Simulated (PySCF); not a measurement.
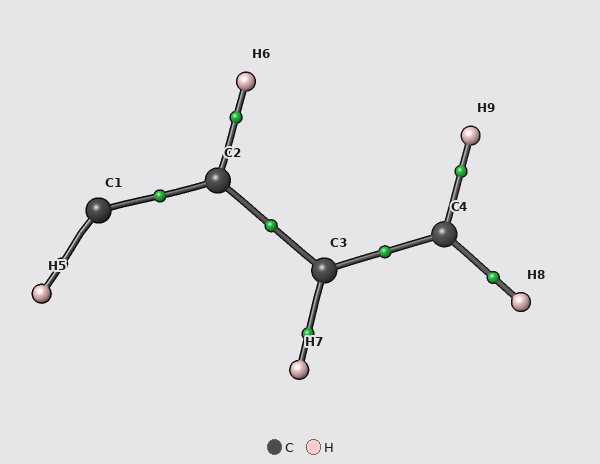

*C4H5, doublet, SMILES `[CH]=CC=C`. Molecular graph of the electron density (QTAIM): bond paths, bond critical points (green), ring points (magenta, if any); weak paths are dashed.*

PySCF calculation, ωB97X/6-311G**, gas phase; geometry: GFN2-xTB. No frequency check shows the geometry to be a minimum. The stability of the open-shell solution wasn't checked. GFN2-xTB doesn't know the spin state, so this open-shell geometry is rough.

The calculation's input:

```python
import numpy as np
from pyscf import gto, scf, dft
from pyscf.scf import atom_ks, atom_hf
from scipy.linalg import block_diag

def solve(mol, dm0=None, hcore=None):
    mf = (dft.UKS if mol.spin else dft.RKS)(mol, xc='wb97x')
    mf.grids.level = 3
    mf = mf.density_fit(auxbasis='def2-universal-jkfit')
    mf.conv_tol, mf.max_cycle = 1e-8, 80
    if hcore is not None:
        mf.get_hcore = lambda *args: hcore
    mf.kernel(dm0)
    if not mf.converged:
        mf = mf.newton().run(mf.mo_coeff, mf.mo_occ, max_cycle=30)
    assert mf.converged, 'SCF not converged'
    return mf

mol = gto.M(atom='''
C      1.91031     0.02334     0.00000
C      0.68721    -0.41485     0.00000
C     -0.52060     0.41828     0.00000
C     -1.74622    -0.08625     0.00000
H      2.42561     0.95590     0.00000
H      0.48966    -1.48238     0.00000
H     -0.35641     1.48693     0.00000
H     -2.61850     0.54556     0.00000
H     -1.92456    -1.14915     0.00000
''', basis='6-311g**', charge=0, spin=1, verbose=4)
mf = solve(mol)
mf.analyze()
# spherically averaged free atoms, for the promolecule
atm = atom_ks.get_atm_nrks(mol, xc='wb97x')
pro = block_diag(*[(atm[a[0]][2] * atm[a[0]][3]) @ atm[a[0]][2].T for a in mol._atom])
np.savez('result.npz', e=mf.e_tot, c=mf.mo_coeff, occ=mf.mo_occ, eps=mf.mo_energy, pro=pro, dip=mf.dip_moment(verbose=0), s2=mf.spin_square()[0])
```

Command:

```sh
OMP_NUM_THREADS=1 python input.py
```

The run took 43 s on 1 thread of Intel(R) Xeon(R) Processor @ 2.50GHz (Skylake/Cascade Lake) (shared host), peak memory 0.46 GiB.

Partitions, critical points and surface values were worked out afterwards from this run's density.

How many critical points of each kind are there, and does the count close?

Answer. 9 nuclei, 8 bond, 0 ring and 0 cage critical points: 9 − 8 + 0 − 0 = 1, as the Poincaré–Hopf relation requires.

Tabulate density, Laplacian, ellipticity and energy density at the bond critical points (atomic units).

Answer.
| bond | length (Å) | ρ (a.u.) | ∇²ρ (a.u.) | ε | H (a.u.) |
| --- | --- | --- | --- | --- | --- |
| C1–C2 | 1.299 | 0.358 | −1.10 | 0.33 | −0.437 |
| C3–C4 | 1.325 | 0.346 | −1.04 | 0.36 | −0.402 |
| C1–H5 | 1.065 | 0.286 | −1.01 | 0.01 | −0.294 |
| C3–H7 | 1.081 | 0.284 | −1.00 | 0.01 | −0.288 |
| C4–H8 | 1.077 | 0.284 | −0.99 | 0.01 | −0.289 |
| C4–H9 | 1.078 | 0.283 | −0.99 | 0.01 | −0.288 |
| C2–H6 | 1.086 | 0.278 | −0.96 | 0.01 | −0.279 |
| C2–C3 | 1.467 | 0.268 | −0.70 | 0.07 | −0.242 |

What kind of interaction is C3–H7?

Answer. Shared-shell (covalent): ρ = 0.284, ∇²ρ = −1.00, H = −0.288 a.u.
